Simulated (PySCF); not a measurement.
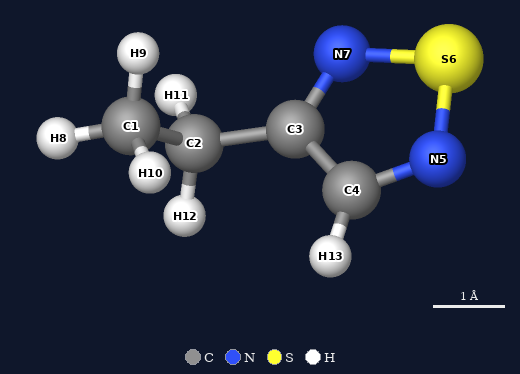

The structure (ball-and-stick view, seen at a tilt; atoms are numbered from 1 in the order of the input). Bond lengths as drawn: C–C 1.42 to 1.53 Å, C–H 1.07 to 1.09 Å, C–N 1.31 to 1.32 Å and N–S 1.62 Å.

# Two runs on C4H6N2S

System: C4H6N2S, SMILES CCc1cnsn1.
Method of run A: GIAO PBE0/pcSseg-1 NMR shielding, non-relativistic, gas phase (PySCF 2.14.0).

The geometry comes from this level: GFN2-xTB. Text and figures count atoms from 1; the logs count them from 0 in places.

**Input file, run A**
```
{"job": {"kind": "nmr", "xc": "PBE0", "basis": "pcSseg-1"}, "charge": 0, "multiplicity": 1}
C     -1.620244    -0.355110     0.223979
C     -0.757882     0.753572    -0.382118
C      0.676424     0.351954    -0.406378
C      1.266639    -0.597456    -1.275611
N      2.546173    -0.776977    -1.055992
S      3.005172     0.181428     0.172100
N      1.552224     0.849106     0.441281
H     -2.667350    -0.063056     0.213003
H     -1.323723    -0.542986     1.253039
H     -1.510400    -1.278544    -0.340494
H     -0.856273     1.664595     0.208817
H     -1.088242     0.956998    -1.403456
H      0.773095    -1.143039    -2.058858
```

The first line tells a small driver script what to run in PySCF; the rest is the geometry in Å.

Launched with:
```bash
OMP_NUM_THREADS=1 python <driver script> task.json out
```

Hardware: 1 CPU thread, shared host.

**Output (run A)**
```
coarse grid: 11816 points
cycle   1  E = -663.1390965275  dE =  1.246e+00  |g| = 3.848e-01  |ddm| = 3.546e+00
cycle   2  E = -663.1254223156  dE =  1.367e-02  |g| = 4.591e-01  |ddm| = 8.126e-01
cycle   3  E = -663.1745720191  dE = -4.915e-02  |g| = 6.447e-02  |ddm| = 4.569e-01
cycle   4  E = -663.1753217231  dE = -7.497e-04  |g| = 3.520e-02  |ddm| = 1.014e-01
cycle   5  E = -663.1756217804  dE = -3.001e-04  |g| = 1.001e-02  |ddm| = 3.747e-02
cycle   6  E = -663.1756395644  dE = -1.778e-05  |g| = 4.683e-03  |ddm| = 1.097e-02
cycle   7  E = -663.1756445550  dE = -4.991e-06  |g| = 9.223e-04  |ddm| = 4.233e-03
final grid: 110800 points
cycle   8  E = -663.2158802716  dE = -2.406e-05  |g| = 9.283e-03  |ddm| = 2.692e-02
cycle   9  E = -663.2158536958  dE =  2.658e-05  |g| = 1.381e-02  |ddm| = 2.028e-02
cycle  10  E = -663.2158999438  dE = -4.625e-05  |g| = 2.007e-03  |ddm| = 1.385e-02
cycle  11  E = -663.2159008961  dE = -9.522e-07  |g| = 4.046e-04  |ddm| = 1.817e-03
cycle  12  E = -663.2159009247  dE = -2.865e-08  |g| = 2.044e-04  |ddm| = 5.065e-04
cycle  13  E = -663.2159009336  dE = -8.828e-09  |g| = 6.261e-05  |ddm| = 2.000e-04
cycle  14  E = -663.2159009343  dE = -7.433e-10  |g| = 2.267e-05  |ddm| = 6.593e-05
converged SCF energy = -663.2159009343

GIAO shielding tensors (ppm)
atom      isotropic    diamagn.    paramagn.     s11        s22        s33       span
  0 C      168.243     247.661     -79.417    156.400    162.656    185.674     29.274
  1 C      158.943     245.244     -86.302    144.759    158.085    173.984     29.225
  2 C       17.432     254.912    -237.479    -44.822    -15.677    112.796    157.617
  3 C       34.489     253.756    -219.267    -45.007     26.976    121.498    166.505
  4 N     -140.825     331.003    -471.828   -423.465   -204.346    205.336    628.800
  5 S      -16.112    1057.927   -1074.039   -179.761     58.582     72.843    252.605
  6 N     -119.537     325.717    -445.254   -374.986   -179.197    195.571    570.556
  7 H       30.237      28.801       1.436     26.102     26.935     37.675     11.573
  8 H       30.417      30.374       0.044     26.062     29.359     35.831      9.769
  9 H       30.457      30.667      -0.210     25.701     29.696     35.976     10.275
 10 H       28.336      29.874      -1.538     23.454     27.806     33.748     10.294
 11 H       28.688      29.937      -1.250     25.241     26.946     33.876      8.635
 12 H       23.218      31.381      -8.163     20.265     22.880     26.509      6.244
```

The input of run B differs as follows (lines with − go, lines with + come):
```diff
-"xc": "PBE0"
+"xc": "LC-wPBE"
+"pop": true
+"scf": {"guess": "huckel"}
```

What does this change do to the results?

The total energies belong to different methods, so their difference says nothing on which is more stable or more accurate. The HOMO goes from −7.73 to −10.26 eV. The LUMO goes from −1.36 to 0.79 eV. The dipole moment goes from 2.10 to 2.15 D. Of all shieldings, the largest change is that of S6, by −8.8 ppm. The functional changes from PBE0 to LC-wPBE. The SCF takes 15 iterations against 14.

**Output (run B)**
```
final grid: 110800 points
cycle   1  E = -660.8829395732  dE = -7.168e-01  |g| = 3.431e+00  |ddm| = 4.911e+00
cycle   2  E = -652.3693560157  dE =  8.514e+00  |g| = 5.282e+00  |ddm| = 1.114e+01
cycle   3  E = -662.8073187910  dE = -1.044e+01  |g| = 1.421e+00  |ddm| = 1.070e+01
cycle   4  E = -663.3144016159  dE = -5.071e-01  |g| = 4.838e-01  |ddm| = 1.754e+00
cycle   5  E = -663.3600485818  dE = -4.565e-02  |g| = 2.041e-01  |ddm| = 5.767e-01
cycle   6  E = -663.3687813631  dE = -8.733e-03  |g| = 7.593e-02  |ddm| = 2.077e-01
cycle   7  E = -663.3700765876  dE = -1.295e-03  |g| = 2.743e-02  |ddm| = 7.060e-02
cycle   8  E = -663.3702828126  dE = -2.062e-04  |g| = 1.260e-02  |ddm| = 2.793e-02
cycle   9  E = -663.3703462835  dE = -6.347e-05  |g| = 4.790e-03  |ddm| = 2.015e-02
cycle  10  E = -663.3703565584  dE = -1.027e-05  |g| = 1.400e-03  |ddm| = 1.013e-02
cycle  11  E = -663.3703575398  dE = -9.814e-07  |g| = 4.491e-04  |ddm| = 2.312e-03
cycle  12  E = -663.3703577290  dE = -1.892e-07  |g| = 2.189e-04  |ddm| = 1.150e-03
cycle  13  E = -663.3703577726  dE = -4.354e-08  |g| = 7.015e-05  |ddm| = 6.597e-04
cycle  14  E = -663.3703577757  dE = -3.141e-09  |g| = 1.723e-05  |ddm| = 1.799e-04
cycle  15  E = -663.3703577759  dE = -1.924e-10  |g| = 6.950e-06  |ddm| = 3.997e-05
converged SCF energy = -663.3703577759

GIAO shielding tensors (ppm)
atom      isotropic    diamagn.    paramagn.     s11        s22        s33       span
  0 C      173.664     247.328     -73.665    162.891    168.546    189.554     26.664
  1 C      164.493     244.525     -80.031    151.737    161.820    179.924     28.187
  2 C       17.191     255.516    -238.325    -52.193    -15.039    118.806    171.000
  3 C       32.750     253.876    -221.126    -51.856     24.132    125.974    177.830
  4 N     -146.667     332.225    -478.892   -435.538   -219.305    214.843    650.380
  5 S      -24.866    1057.985   -1082.851   -217.271     63.383     79.290    296.561
  6 N     -124.638     326.373    -451.012   -385.426   -192.801    204.312    589.739
  7 H       30.336      28.880       1.456     26.076     26.918     38.012     11.936
  8 H       30.477      30.368       0.109     25.909     29.369     36.152     10.243
  9 H       30.507      30.716      -0.209     25.560     29.675     36.287     10.727
 10 H       28.496      29.932      -1.436     23.482     27.792     34.213     10.731
 11 H       28.878      30.104      -1.227     25.405     26.931     34.298      8.893
 12 H       23.277      31.458      -8.181     20.192     22.960     26.680      6.488
```

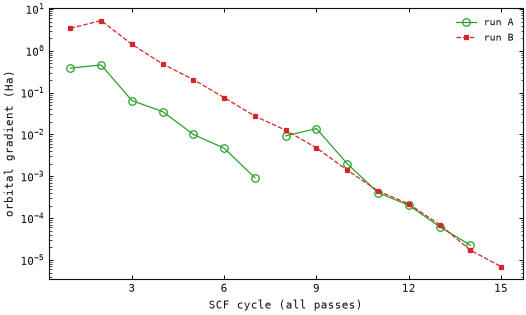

Convergence of the two runs: orbital gradient against the SCF cycle. A break in a curve parts two SCF passes (coarse and final grid). Run A takes 14 cycles in all, and run B takes 15.

**The two runs side by side**

| quantity | run A | run B |
| --- | --- | --- |
| outcome | converged | converged |
| total energy (hartree) | −663.215901 | −663.370358 |
| HOMO (eV) | −7.73 | −10.26 |
| LUMO (eV) | −1.36 | 0.79 |
| dipole moment (D) | 2.10 | 2.15 |
| shielding of C1 (ppm) | 168.2 | 173.7 |
| shielding of C2 (ppm) | 158.9 | 164.5 |
| shielding of C3 (ppm) | 17.4 | 17.2 |
| shielding of C4 (ppm) | 34.5 | 32.8 |
| shielding of N5 (ppm) | −140.8 | −146.7 |
| shielding of S6 (ppm) | −16.1 | −24.9 |
| shielding of N7 (ppm) | −119.5 | −124.6 |
| SCF iterations | 14 | 15 |
| basis functions | 156 | 156 |
| wall time (shared host) | 12 s | 24 s |
